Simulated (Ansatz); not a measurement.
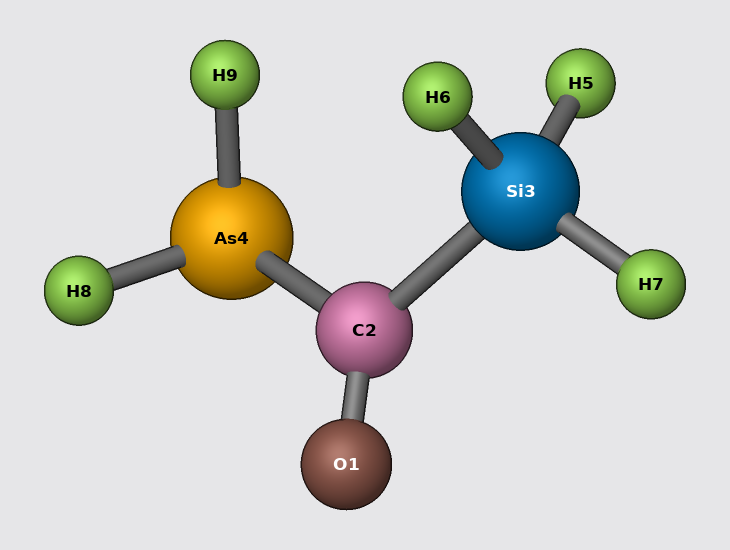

The questions are on Mulliken charges. The computed structure is the end point of a PBE-D4/def2-SVP optimisation. No frequency run is at hand to confirm it as a minimum. Method: RKS PBE-D4/def2-SVP (Ansatz 0.2.0).

Which atom carries the highest charge (most positive or least negative)?

Answer. Si3 (0.28 e).

And the lowest?

Answer. O1 (−0.15 e).

Give the Mulliken charges atom by atom.

```csv
atom,value (e)
O1,−0.15
C2,−0.14
Si3,0.28
As4,0.12
H5,−0.04
H6,−0.03
H7,−0.03
H8,0.00
H9,−0.01
```

Mulliken values depend strongly on the basis set and can even reverse the polarity of a bond.
